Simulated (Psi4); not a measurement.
# InH2F (SMILES [F][InH2]) at M06-2X/def2-QZVP (density fitting, core potential, sweep point 5)

Aim: the vertical ionisation energy of InH2F at M06-2X/def2-QZVP (density fitting, core potential, sweep point 5), from 2 runs. 

The calculation is run with Psi4 1.11.

### 1 The system as given

The species is InH2F (4 atoms), meant as a singlet with charge 0. As SMILES, `[F][InH2]`. The shape is that of a PBE0-D4/def2-TZVP optimisation.

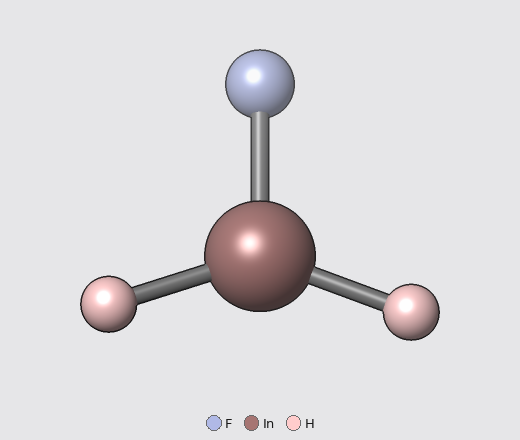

Viewed from a chosen angle; fluorine light blue, indium brown, hydrogen pink.

### 2 A single-point energy at M06-2X/def2-QZVP (density fitting, core potential, sweep point 5)

calc.dat

```
memory 1600 MB

molecule {
  F     -1.631800    -0.629400     0.188600
  In     0.194400     0.052300    -0.026300
  H      1.304300    -0.965100     0.767900
  H      0.188600     1.481900    -0.950400
  units angstrom
  symmetry c1
}

set {
  basis def2-QZVP
  puream true
  scf_type df
  dft_radial_points 99
  dft_spherical_points 590
}

energy_value = energy('m06-2x')
print_variables()
```

Started as:

```
$ psi4 -i calc.dat -o calc.out -n 1
```

calc.out:

```text
[...]
    !!!  WARNING: ECP capability is in beta. Please check occupations closely.  !!!
[...]
  Running in c1 symmetry.
[...]
  Nuclear repulsion =   67.384355870191271
[...]
  Multiplicity = 1
[...]
  Nalpha       = 16
  Nbeta        = 16
[...]
    Number of basis functions: 199
[...]
   @DF-RKS iter   1:  -290.97181247549651   -1.13715e+00   3.40024e-03 DIIS/ADIIS
[...]
   @DF-RKS iter   8:  -291.13005860655119   -4.31390e-08   3.53849e-07 DIIS
[...]
    Orbital Energies [Eh]
    ---------------------
    Doubly Occupied:
       1A    -25.151680     2A     -4.902300     3A     -3.285569
       4A     -3.274734     5A     -3.273670     6A     -1.225755
       7A     -0.906730     8A     -0.900438     9A     -0.897403
      10A     -0.894305    11A     -0.892249    12A     -0.514095
      13A     -0.447859    14A     -0.441259    15A     -0.416687
      16A     -0.367042
[...]
  @DF-RKS Final Energy:  -291.13005860655119
   => Energetics <=
    Nuclear Repulsion Energy =             67.3843558701912713
    One-Electron Energy =                -610.3749299711398635
    Two-Electron Energy =                 265.3619125476998875
    DFT Exchange-Correlation Energy =     -13.5013970533024779
    Empirical Dispersion Energy =           0.0000000000000000
    VV10 Nonlocal Energy =                  0.0000000000000000
    Total Energy =                       -291.1300586065511879
[...]
 Multipole Moments:
 ------------------------------------------------------------------------------------
     Multipole            Electronic (a.u.)      Nuclear  (a.u.)        Total (a.u.)
 ------------------------------------------------------------------------------------
 L = 1.  Multiply by 2.5417464519 to convert [e a0] to [Debye]
 Dipole X            :         15.2201932          -14.0316850            1.1885082
 Dipole Y            :          5.6814200           -5.2377961            0.4436239
 Dipole Z            :         -1.7910965            1.6512309           -0.1398656
 Magnitude           :                                                    1.2762901
[...]
```

It took 29 s on 1 thread of Intel Xeon Platinum 8488C (Sapphire Rapids), shared host; peak memory 1.1 GiB.

### 3 The doublet cation, same level

job.in

```
memory 1600 mb

molecule {
  1 2
  F     -1.631800    -0.629400     0.188600
  In     0.194400     0.052300    -0.026300
  H      1.304300    -0.965100     0.767900
  H      0.188600     1.481900    -0.950400
  symmetry c1
}

set {
  reference            uks
  puream               true
  scf_type             df
  dft_radial_points    99
  dft_spherical_points 590
  maxiter              150
}

energy('m06-2x/def2-QZVP')
```

Started as:

```
$ psi4 job.in job.out -n 1
```

job.out:

```text
[...]
    !!!  WARNING: ECP capability is in beta. Please check occupations closely.  !!!
[...]
  Running in c1 symmetry.
[...]
  Nuclear repulsion =   67.384355870191271
[...]
  Multiplicity = 2
[...]
  Nalpha       = 16
  Nbeta        = 15
[...]
    Number of basis functions: 199
[...]
   @DF-UKS iter   1:  -290.56652520106917   -7.31867e-01   3.21029e-03 DIIS/ADIIS
[...]
   @DF-UKS iter  10:  -290.71031710287798   -6.62845e-08   9.87601e-07 DIIS
[...]
   @S^2 Observed:                7.812171588E-01
[...]
    Orbital Energies [Eh]
    ---------------------
    Alpha Occupied:
       1A    -25.413051     2A     -5.184678     3A     -3.563853
       4A     -3.562077     5A     -3.555091     6A     -1.478799
       7A     -1.193162     8A     -1.180425     9A     -1.180205
      10A     -1.175483    11A     -1.170103    12A     -0.792695
      13A     -0.719482    14A     -0.686366    15A     -0.685332
      16A     -0.678582
    Alpha Virtual:
      17A     -0.272912    18A     -0.246491    19A     -0.193891
      20A     -0.126783    21A     -0.107486    22A     -0.088562
      23A     -0.087290    24A     -0.083163    25A     -0.059727
[...]
  @DF-UKS Final Energy:  -290.71031710287798
   => Energetics <=
    Nuclear Repulsion Energy =             67.3843558701912713
    One-Electron Energy =                -601.6805528984343709
    Two-Electron Energy =                 256.9283832771067750
    DFT Exchange-Correlation Energy =     -13.3425033517416676
    Empirical Dispersion Energy =           0.0000000000000000
    VV10 Nonlocal Energy =                  0.0000000000000000
    Total Energy =                       -290.7103171028779798
[...]
 Multipole Moments:
 ------------------------------------------------------------------------------------
     Multipole            Electronic (a.u.)      Nuclear  (a.u.)        Total (a.u.)
 ------------------------------------------------------------------------------------
 L = 1.  Multiply by 2.5417464519 to convert [e a0] to [Debye]
 Dipole X            :         15.7895334          -14.0316850            1.7578484
 Dipole Y            :          5.8955185           -5.2377961            0.6577224
 Dipole Z            :         -1.8590831            1.6512309           -0.2078522
 Magnitude           :                                                    1.8883411
[...]
```

It took 59 s on 1 thread of Intel Xeon Platinum 8488C (Sapphire Rapids), shared host; peak memory 1.1 GiB.

### 4 What came out

Level: M06-2X/def2-QZVP (density fitting, core potential, sweep point 5).

| quantity | value |
| --- | --- |
| singlet InH2F: total energy | -291.13006 Eh |
| singlet InH2F: dipole moment | 3.24 D |
| singlet InH2F: HOMO energy | -9.99 eV |
| singlet InH2F: LUMO energy | -1.44 eV |
| singlet InH2F: HOMO–LUMO gap | 8.55 eV |
| doublet cation: total energy | -290.71032 Eh |
| doublet cation: HOMO energy (highest over α and β) | -17.58 eV |
| doublet cation: LUMO energy (lowest over α and β) | -12.85 eV |
| doublet cation: ⟨S²⟩ | 0.781 |
| vertical ionisation energy (to the doublet cation) | 11.422 eV |

In words: Removing an electron at fixed nuclei costs 11.42 eV (263 kcal/mol). The negative HOMO energy of the first species, 9.99 eV, lies 1.43 eV below that difference.
